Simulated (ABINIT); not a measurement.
# In2O3 (R-3c): bands and cutoff in G0W0 with ABINIT, part 2 of 2

Aim: raise bands and screening cutoff together for In2O3 (R-3c) and follow gap and time.

ABINIT 10.8.3; LDA and many-body steps on it, plane waves. Known limits of the many-body steps: not at the basis limit; no spin-orbit coupling; coarse k mesh.

So far. Step 3 (Screening, 2×2×2 mesh, 174 bands, screening to 68.6 eV): Local fields lower ε∞ by 1 %. On a Γ-centred mesh this coarse the value itself is usually too large, while a short band sum pulls it down. Step 4 (174 bands, 68.6 eV): The gap on the mesh goes from 1.23 eV to 2.30 eV, a correction of +1.07 eV.

### Step 6. 234 bands, 90.6 eV

This step: G0W0 on LDA, plane waves, norm-conserving pseudopotentials.

The input, run.abi:

```
acell 3*1.0 Angstrom
rprim 
  2.743499999981 1.583960463511 4.836666666700
  -2.743499999981 1.583960463511 4.836666666700
  -0.000000000000 -3.167920927022 4.836666666700
ntypat 2
znucl 49 8
natom 10
typat 1 1 1 1 2 2 2 2 2 2
xred 
  0.357310000000 0.357310000000 0.357310000000
  0.142690000000 0.142690000000 0.142690000000
  0.642690000000 0.642690000000 0.642690000000
  0.857310000000 0.857310000000 0.857310000000
  0.548000000000 0.952000000000 0.250000000000
  0.250000000000 0.548000000000 0.952000000000
  0.952000000000 0.250000000000 0.548000000000
  0.452000000000 0.048000000000 0.750000000000
  0.750000000000 0.452000000000 0.048000000000
  0.048000000000 0.750000000000 0.452000000000
pp_dirpath "pseudos"
pseudos "In.upf, O.upf"
ecut 42
ngkpt 2 2 2
nshiftk 1
shiftk 0 0 0
kptopt 1
chksymbreak 0
istwfk *1
occopt 1
irdwfk 1
optdriver 4
nband 234
gwcalctyp 0
ecutsigx 42
symsigma 1
nkptgw 4
kptgw 
  0.5000000000 0.5000000000 0.0000000000
  0.0000000000 0.0000000000 0.0000000000
  0.5000000000 0.0000000000 0.0000000000
  0.5000000000 0.5000000000 0.5000000000
bdgw 
  59 62
  59 62
  59 62
  57 62
ecuteps 3.33
irdscr 1
ppmodel 1
indata_prefix "in"
outdata_prefix "out"
tmpdata_prefix "tmp"
```

On the command line:

```sh
OMP_NUM_THREADS=1 mpirun -n 4 abinit run.abi > log
```

Numbers of over 12 decimals in the logs are rounded to 6 here.

What it wrote:

```text
.Version 10.8.3 of ABINIT. v10.8.2 released Aug 2026.

 Symmetries : space group R-3 c (#167); Bravais hR (rhombohedral)
[... echo of the input left out ...]
== DATASET  1 ==================================================================
-   mpi_nproc: 4, omp_nthreads: 1 (-1 if OMP is not activated)

--- !DatasetInfo
iteration_state: {dtset: 1, }
dimensions: {natom: 10, nkpt: 4, mband: 234, nsppol: 1, nspinor: 1, nspden: 1, mpw: 11092, }
cutoff_energies: {ecut:  42.0, pawecutdg:  -1.0, }
electrons: {nelect:   1.20000000E+02, charge:   0.00000000E+00, occopt:   1.00000000E+00, tsmear:   1.00000000E-02, }

 SIGMA: Calculation of the GW corrections

 Based on a program developped by R.W. Godby, V. Olevano, G. Onida, and L. Reining.
 Incorporated in ABINIT by V. Olevano, G.-M. Rignanese, and M. Torrent.
.Using double precision arithmetic ; gwpc =  8

[... cell and pseudopotentials left out ...]
--------------------------------------------------------------------------------

 ==== K-mesh for the wavefunctions ====
 Number of points in the irreducible wedge :     4
[... list of points left out ...]
 Together with 12 symmetry operations and time-reversal symmetry
 yields     8 points in the full Brillouin Zone.

 ==== Q-mesh for screening function ====
 Number of points in the irreducible wedge :     4
[... list of points left out ...]
 Together with 12 symmetry operations and time-reversal symmetry
 yields     8 points in the full Brillouin Zone.

 vcoul_init : cutoff-mode = AUXILIARY_FUNCTION
 q-points for optical limit:   1
     1)      0.000010    0.000020    0.000030
 setmesh: FFT mesh size selected  =    64x   64x   64
          total number of points  =       262144

 Number of electrons calculated from density =  120.0000; Expected =  120.0000
[...]
59   5.079 -20.634 -25.264   4.698   0.792  -0.262 -20.580   0.053   5.132
       60   5.128 -20.454 -25.207   4.785   0.790  -0.265 -20.429   0.026   5.154
       61  10.258 -17.471 -12.366  -3.204   0.827  -0.210 -15.900   1.571  11.829
[...]
--- !SelfEnergy_ee
iteration_state: {dtset: 1, }
kpoint     : [   0.000,    0.000,    0.000, ]
spin       : 1
KS_gap     :    1.246
QP_gap     :    2.294
Delta_QP_KS:    1.048
data: !SigmaeeData |
     Band     E0 <VxcDFT>   SigX SigC(E0)      Z dSigC/dE  Sig(E)    E-E0       E
[...]
--- !SelfEnergy_ee
iteration_state: {dtset: 1, }
kpoint     : [   0.500,    0.000,    0.000, ]
spin       : 1
KS_gap     :    4.928
QP_gap     :    6.419
Delta_QP_KS:    1.491
data: !SigmaeeData |
     Band     E0 <VxcDFT>   SigX SigC(E0)      Z dSigC/dE  Sig(E)    E-E0       E
[...]
--- !SelfEnergy_ee
iteration_state: {dtset: 1, }
kpoint     : [   0.500,    0.500,    0.500, ]
spin       : 1
KS_gap     :    4.510
QP_gap     :    5.889
Delta_QP_KS:    1.379
data: !SigmaeeData |
     Band     E0 <VxcDFT>   SigX SigC(E0)      Z dSigC/dE  Sig(E)    E-E0       E
[...]
61   9.484 -16.588 -11.934  -2.975   0.827  -0.208 -15.198   1.389  10.873
       62   9.484 -16.588 -11.934  -2.975   0.827  -0.208 -15.198   1.389  10.873

 New Fermi energy :        2.320720E-01 Ha ,    6.315002E+00 eV

 === QP Band Gaps ===
  >>>> For spin  1
   Minimum direct gap =   2.2938 [eV], located at k-point      :   0.0000  0.0000  0.0000
   Fundamental gap    =   2.2938 [eV], Top of valence bands at :   0.0000  0.0000  0.0000
                                       Bottom of conduction at :   0.0000  0.0000  0.0000

== END DATASET(S) ==============================================================
================================================================================

 -outvars: echo values of variables after computation  --------
           etotal      0.0000000000E+00
            nband         234
             nkpt           4
          spgroup         167
 [... the other variables as echoed above ...]

 Calculation completed.
```

Elapsed: 53 s, on 4 MPI ranks of Arm Neoverse N1, shared host; peak memory 2.3 GiB; 3.5 min of CPU time.

This step gave:

- G0W0 gap on the mesh: 2.294 eV
- starting gap on the mesh: 1.234 eV
- k of the valence top: 0, 0, 0
- k of the conduction bottom: 0, 0, 0
- Z at the valence top: 0.794
- Z at the conduction bottom: 0.842
- least direct G0W0 gap on the computed points: 2.294 eV

Against G0W0 in ABINIT (2×2×2 mesh, 174 bands, screening to 68.6 eV, Godby-Needs plasmon pole), the gap moves by −0.010 eV.

### Step 7. Screening, 2×2×2 mesh, 329 bands, screening to 120.8 eV

This step: RPA screening on LDA, plane waves, norm-conserving pseudopotentials.

Changes to run.abi since step 6:

```diff
@@ -31,21 +31,8 @@
 irdwfk 1
-optdriver 4
-nband 234
-gwcalctyp 0
-ecutsigx 42
-symsigma 1
-nkptgw 4
-kptgw 
-  0.5000000000 0.5000000000 0.0000000000
-  0.0000000000 0.0000000000 0.0000000000
-  0.5000000000 0.0000000000 0.0000000000
-  0.5000000000 0.5000000000 0.5000000000
-bdgw 
-  59 62
-  59 62
-  59 62
-  57 62
-ecuteps 3.33
-irdscr 1
-ppmodel 1
+optdriver 3
+nband 329
+ecuteps 4.44
+inclvkb 2
+awtr 1
+symchi 1
 indata_prefix "in"
```

What it wrote:

```text
.Version 10.8.3 of ABINIT. v10.8.2 released Aug 2026.

 Symmetries : space group R-3 c (#167); Bravais hR (rhombohedral)
[... echo of the input left out ...]
== DATASET  1 ==================================================================
-   mpi_nproc: 4, omp_nthreads: 1 (-1 if OMP is not activated)

--- !DatasetInfo
iteration_state: {dtset: 1, }
dimensions: {natom: 10, nkpt: 4, mband: 329, nsppol: 1, nspinor: 1, nspden: 1, mpw: 11092, }
cutoff_energies: {ecut:  42.0, pawecutdg:  -1.0, }
[...]
--------------------------------------------------------------------------------
[... chi0 elements left out ...]
 For q-point:  0.000010 0.000020 0.000030
  dielectric constant =   8.5157
  dielectric constant without local fields =   8.8488

  Average fulfillment of the sum rule on Im[epsilon] for q-point    1 :     64.69  [%]
[... wings left out ...]
  q-point number  2        q = ( 0.500000, 0.000000, 0.000000) [r.l.u.]
--------------------------------------------------------------------------------
[... chi0 elements left out ...]
  Average fulfillment of the sum rule on Im[epsilon] for q-point    2 :     69.20  [%]

 [... 2 further q-points ...]
```

Run time: 10 min. Hardware: 4 MPI ranks; peak memory 4.5 GiB.

This step gave:

* ε∞ with local fields, on this mesh, along the program's q direction: 8.516
* the same without local fields: 8.849
* plasma frequency: 36.22 eV
* plane waves in the screening matrix: 369

### Step 8. 329 bands, 120.8 eV

This step: G0W0 on LDA, plane waves, norm-conserving pseudopotentials.

Changes to run.abi since step 7:

```diff
@@ -31,8 +31,21 @@
 irdwfk 1
-optdriver 3
+optdriver 4
 nband 329
+gwcalctyp 0
+ecutsigx 42
+symsigma 1
+nkptgw 4
+kptgw 
+  0.5000000000 0.5000000000 0.0000000000
+  0.0000000000 0.0000000000 0.0000000000
+  0.5000000000 0.0000000000 0.0000000000
+  0.5000000000 0.5000000000 0.5000000000
+bdgw 
+  59 62
+  59 62
+  59 62
+  57 62
 ecuteps 4.44
-inclvkb 2
-awtr 1
-symchi 1
+irdscr 1
+ppmodel 1
 indata_prefix "in"
```

What it wrote:

```text
.Version 10.8.3 of ABINIT. v10.8.2 released Aug 2026.

 Symmetries : space group R-3 c (#167); Bravais hR (rhombohedral)
[... echo of the input left out ...]
== DATASET  1 ==================================================================
-   mpi_nproc: 4, omp_nthreads: 1 (-1 if OMP is not activated)

--- !DatasetInfo
iteration_state: {dtset: 1, }
dimensions: {natom: 10, nkpt: 4, mband: 329, nsppol: 1, nspinor: 1, nspden: 1, mpw: 11092, }
cutoff_energies: {ecut:  42.0, pawecutdg:  -1.0, }
[...]
Minimum direct gap =   2.3338 [eV], located at k-point      :   0.0000  0.0000  0.0000
   Fundamental gap    =   2.3338 [eV], Top of valence bands at :   0.0000  0.0000  0.0000
                                       Bottom of conduction at :   0.0000  0.0000  0.0000

== END DATASET(S) ==============================================================
================================================================================

 -outvars: echo values of variables after computation  --------
           etotal      0.0000000000E+00
            nband         329
             nkpt           4
          spgroup         167
 [... the other variables as echoed above ...]

 Calculation completed.
```

Run time: 1.8 min. Hardware: 4 MPI ranks; peak memory 3.1 GiB; 7.2 min of CPU time.

Numbers from this step:

```
G0W0 gap on the mesh                         : 2.334 eV
starting gap on the mesh                     : 1.234 eV
k of the valence top                         : 0, 0, 0
k of the conduction bottom                   : 0, 0, 0
least direct G0W0 gap on the computed points : 2.334 eV
```

Against G0W0 in ABINIT (2×2×2 mesh, 234 bands, screening to 90.6 eV, Godby-Needs plasmon pole), the gap moves by +0.040 eV.

### Step 9. Screening, 2×2×2 mesh, 459 bands, screening to 157 eV

This step: RPA screening on LDA, plane waves, norm-conserving pseudopotentials.

Changes to run.abi since step 8:

```diff
@@ -31,21 +31,8 @@
 irdwfk 1
-optdriver 4
-nband 329
-gwcalctyp 0
-ecutsigx 42
-symsigma 1
-nkptgw 4
-kptgw 
-  0.5000000000 0.5000000000 0.0000000000
-  0.0000000000 0.0000000000 0.0000000000
-  0.5000000000 0.0000000000 0.0000000000
-  0.5000000000 0.5000000000 0.5000000000
-bdgw 
-  59 62
-  59 62
-  59 62
-  57 62
-ecuteps 4.44
-irdscr 1
-ppmodel 1
+optdriver 3
+nband 459
+ecuteps 5.77
+inclvkb 2
+awtr 1
+symchi 1
 indata_prefix "in"
```

What it wrote:

```text
.Version 10.8.3 of ABINIT. v10.8.2 released Aug 2026.

 Symmetries : space group R-3 c (#167); Bravais hR (rhombohedral)
[... echo of the input left out ...]
== DATASET  1 ==================================================================
-   mpi_nproc: 4, omp_nthreads: 1 (-1 if OMP is not activated)

--- !DatasetInfo
iteration_state: {dtset: 1, }
dimensions: {natom: 10, nkpt: 4, mband: 459, nsppol: 1, nspinor: 1, nspden: 1, mpw: 11092, }
cutoff_energies: {ecut:  42.0, pawecutdg:  -1.0, }
[...]
--------------------------------------------------------------------------------
[... chi0 elements left out ...]
 For q-point:  0.000010 0.000020 0.000030
  dielectric constant =   8.4737
  dielectric constant without local fields =   8.8567

  Average fulfillment of the sum rule on Im[epsilon] for q-point    1 :     74.58  [%]
[... wings left out ...]
  q-point number  2        q = ( 0.500000, 0.000000, 0.000000) [r.l.u.]
--------------------------------------------------------------------------------
[... chi0 elements left out ...]
  Average fulfillment of the sum rule on Im[epsilon] for q-point    2 :     78.38  [%]

 [... 2 further q-points ...]
```

Wall time 17 min (4 MPI ranks); peak memory 5.5 GiB; 66 min of CPU time.

This step gave:

```yaml
eps_infinity_with_local_fields_on_this_mesh_along_the_program_s_q_direction: 8.474
the_same_without_local_fields: 8.857
plasma_frequency: 36.22 eV
plane_waves_in_the_screening_matrix: 549
```

### Step 10. 459 bands, 157 eV

This step: G0W0 on LDA, plane waves, norm-conserving pseudopotentials.

Changes to run.abi since step 9:

```diff
@@ -31,8 +31,21 @@
 irdwfk 1
-optdriver 3
+optdriver 4
 nband 459
+gwcalctyp 0
+ecutsigx 42
+symsigma 1
+nkptgw 4
+kptgw 
+  0.5000000000 0.5000000000 0.0000000000
+  0.0000000000 0.0000000000 0.0000000000
+  0.5000000000 0.0000000000 0.0000000000
+  0.5000000000 0.5000000000 0.5000000000
+bdgw 
+  59 62
+  59 62
+  59 62
+  57 62
 ecuteps 5.77
-inclvkb 2
-awtr 1
-symchi 1
+irdscr 1
+ppmodel 1
 indata_prefix "in"
```

What it wrote:

```text
.Version 10.8.3 of ABINIT. v10.8.2 released Aug 2026.

 Symmetries : space group R-3 c (#167); Bravais hR (rhombohedral)
[... echo of the input left out ...]
== DATASET  1 ==================================================================
-   mpi_nproc: 4, omp_nthreads: 1 (-1 if OMP is not activated)

--- !DatasetInfo
iteration_state: {dtset: 1, }
dimensions: {natom: 10, nkpt: 4, mband: 459, nsppol: 1, nspinor: 1, nspden: 1, mpw: 11092, }
cutoff_energies: {ecut:  42.0, pawecutdg:  -1.0, }
[...]
Minimum direct gap =   2.3953 [eV], located at k-point      :   0.0000  0.0000  0.0000
   Fundamental gap    =   2.3953 [eV], Top of valence bands at :   0.0000  0.0000  0.0000
                                       Bottom of conduction at :   0.0000  0.0000  0.0000

== END DATASET(S) ==============================================================
================================================================================

 -outvars: echo values of variables after computation  --------
           etotal      0.0000000000E+00
            nband         459
             nkpt           4
          spgroup         167
 [... the other variables as echoed above ...]

 Calculation completed.
```

Run time: 4.6 min. Hardware: 4 MPI ranks; peak memory 4.2 GiB; 18 min of CPU time.

Numbers from this step:

```yaml
g0w0_gap_on_the_mesh: 2.395 eV
starting_gap_on_the_mesh: 1.234 eV
k_of_the_valence_top: 0, 0, 0
k_of_the_conduction_bottom: 0, 0, 0
least_direct_g0w0_gap_on_the_computed_points: 2.395 eV
```

Against G0W0 in ABINIT (2×2×2 mesh, 329 bands, screening to 120.8 eV, Godby-Needs plasmon pole), the gap moves by +0.061 eV.

### Step 11. Screening, 2×2×2 mesh, 639 bands, screening to 201.4 eV

This step: RPA screening on LDA, plane waves, norm-conserving pseudopotentials.

Changes to run.abi since step 10:

```diff
@@ -31,21 +31,8 @@
 irdwfk 1
-optdriver 4
-nband 459
-gwcalctyp 0
-ecutsigx 42
-symsigma 1
-nkptgw 4
-kptgw 
-  0.5000000000 0.5000000000 0.0000000000
-  0.0000000000 0.0000000000 0.0000000000
-  0.5000000000 0.0000000000 0.0000000000
-  0.5000000000 0.5000000000 0.5000000000
-bdgw 
-  59 62
-  59 62
-  59 62
-  57 62
-ecuteps 5.77
-irdscr 1
-ppmodel 1
+optdriver 3
+nband 639
+ecuteps 7.4
+inclvkb 2
+awtr 1
+symchi 1
 indata_prefix "in"
```

What it wrote:

```text
.Version 10.8.3 of ABINIT. v10.8.2 released Aug 2026.

 Symmetries : space group R-3 c (#167); Bravais hR (rhombohedral)
[... echo of the input left out ...]
== DATASET  1 ==================================================================
-   mpi_nproc: 4, omp_nthreads: 1 (-1 if OMP is not activated)

--- !DatasetInfo
iteration_state: {dtset: 1, }
dimensions: {natom: 10, nkpt: 4, mband: 639, nsppol: 1, nspinor: 1, nspden: 1, mpw: 11092, }
cutoff_energies: {ecut:  42.0, pawecutdg:  -1.0, }
[...]
--------------------------------------------------------------------------------
[... chi0 elements left out ...]
 For q-point:  0.000010 0.000020 0.000030
  dielectric constant =   8.4214
  dielectric constant without local fields =   8.8606

  Average fulfillment of the sum rule on Im[epsilon] for q-point    1 :     83.03  [%]
[... wings left out ...]
  q-point number  2        q = ( 0.500000, 0.000000, 0.000000) [r.l.u.]
--------------------------------------------------------------------------------
[... chi0 elements left out ...]
  Average fulfillment of the sum rule on Im[epsilon] for q-point    2 :     86.17  [%]

 [... 2 further q-points ...]
```

Run time: 28 min. Hardware: 4 MPI ranks; peak memory 6.9 GiB.

This step gave:

```
ε∞ with local fields, on this mesh, along the program's q direction : 8.421
the same without local fields                                       : 8.861
plasma frequency                                                    : 36.22 eV
plane waves in the screening matrix                                 : 821
```

### Step 12. 639 bands, 201.4 eV

This step: G0W0 on LDA, plane waves, norm-conserving pseudopotentials.

Changes to run.abi since step 11:

```diff
@@ -31,8 +31,21 @@
 irdwfk 1
-optdriver 3
+optdriver 4
 nband 639
+gwcalctyp 0
+ecutsigx 42
+symsigma 1
+nkptgw 4
+kptgw 
+  0.5000000000 0.5000000000 0.0000000000
+  0.0000000000 0.0000000000 0.0000000000
+  0.5000000000 0.0000000000 0.0000000000
+  0.5000000000 0.5000000000 0.5000000000
+bdgw 
+  59 62
+  59 62
+  59 62
+  57 62
 ecuteps 7.4
-inclvkb 2
-awtr 1
-symchi 1
+irdscr 1
+ppmodel 1
 indata_prefix "in"
```

What it wrote:

```text
.Version 10.8.3 of ABINIT. v10.8.2 released Aug 2026.

 Symmetries : space group R-3 c (#167); Bravais hR (rhombohedral)
[... echo of the input left out ...]
== DATASET  1 ==================================================================
-   mpi_nproc: 4, omp_nthreads: 1 (-1 if OMP is not activated)

--- !DatasetInfo
iteration_state: {dtset: 1, }
dimensions: {natom: 10, nkpt: 4, mband: 639, nsppol: 1, nspinor: 1, nspden: 1, mpw: 11092, }
cutoff_energies: {ecut:  42.0, pawecutdg:  -1.0, }
[...]
Minimum direct gap =   2.4504 [eV], located at k-point      :   0.0000  0.0000  0.0000
   Fundamental gap    =   2.4504 [eV], Top of valence bands at :   0.0000  0.0000  0.0000
                                       Bottom of conduction at :   0.0000  0.0000  0.0000

== END DATASET(S) ==============================================================
================================================================================

 -outvars: echo values of variables after computation  --------
           etotal      0.0000000000E+00
            nband         639
             nkpt           4
          spgroup         167
 [... the other variables as echoed above ...]

 Calculation completed.
```

Wall time 13 min (4 MPI ranks); peak memory 5.9 GiB.

This step gave:

```
G0W0 gap on the mesh                         : 2.451 eV
starting gap on the mesh                     : 1.234 eV
k of the valence top                         : 0, 0, 0
k of the conduction bottom                   : 0, 0, 0
least direct G0W0 gap on the computed points : 2.451 eV
```

Against G0W0 in ABINIT (2×2×2 mesh, 459 bands, screening to 157 eV, Godby-Needs plasmon pole), the gap moves by +0.056 eV.

### Step 13. The runs together

Times are wall times on 4 MPI ranks of Arm Neoverse N1, shared host, good to a factor of about two. A run's time includes the screening step that it read.

```tsv
run	mesh	bands	screening cutoff (eV)	DFT gap (eV)	gap on the mesh (eV)	direct (eV)	ε∞ used	time
174 bands, 68.6 eV	2×2×2	174	68.6	1.234	2.304	2.304	8.68	4 min
234 bands, 90.6 eV	2×2×2	234	90.6	1.234	2.294	2.294	8.53	7.5 min
329 bands, 120.8 eV	2×2×2	329	120.8	1.234	2.334	2.334	8.52	12 min
459 bands, 157 eV	2×2×2	459	157	1.234	2.395	2.395	8.47	21 min
639 bands, 201.4 eV	2×2×2	639	201.4	1.234	2.451	2.451	8.42	41 min
```

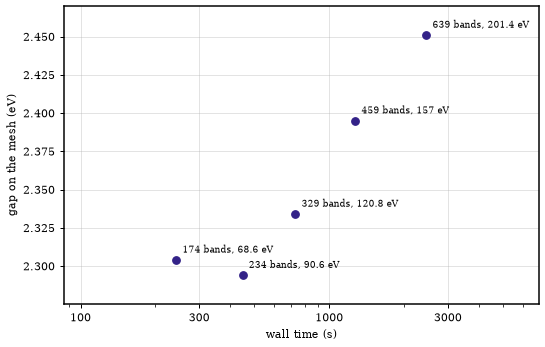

Result against wall time.

### Step 14. Outcome

```json
{
 "174 bands, 68.6 eV": "2.304 eV",
 "234 bands, 90.6 eV": "2.294 eV",
 "329 bands, 120.8 eV": "2.334 eV",
 "459 bands, 157 eV": "2.395 eV",
 "639 bands, 201.4 eV": "2.451 eV",
 "known limits": "not at the basis limit; no spin-orbit coupling; coarse k mesh"
}
```

From the first rung to the last the gap moves by +0.15 eV for 10 times the time. The 2×2×2 mesh is coarse for this cell, which bears on the long-range parts of exchange and screening. The many-body steps are scalar-relativistic: spin-orbit coupling is not in them.

[Paths, hosts, dates, memory and timing lines, banners, echoed tables and standing remarks are left out of the program output.]

[Logs are printed without paths, hosts, clocks, repeated set-up lines and the standing remarks that a program may print on its own settings, such as how far it seeks lower states.]

[Runs of the session that timed out or met a known fault of the program may be left out.]

[Hosts, paths, dates, database ids (printed as entryN), source tags and the programs' standing remarks are cut or masked in the printed files.]

[G0W0 gaps are taken among the corrected bands and points alone; a level outside them can change the order at an edge.]

[Where Ansatz stands beside ABINIT at settings called matched, ABINIT's density can come from a denser mesh and the files from another edition; pairs whose starting gaps differed by over 0.03 eV were left out, so agreement reads better than it is.]
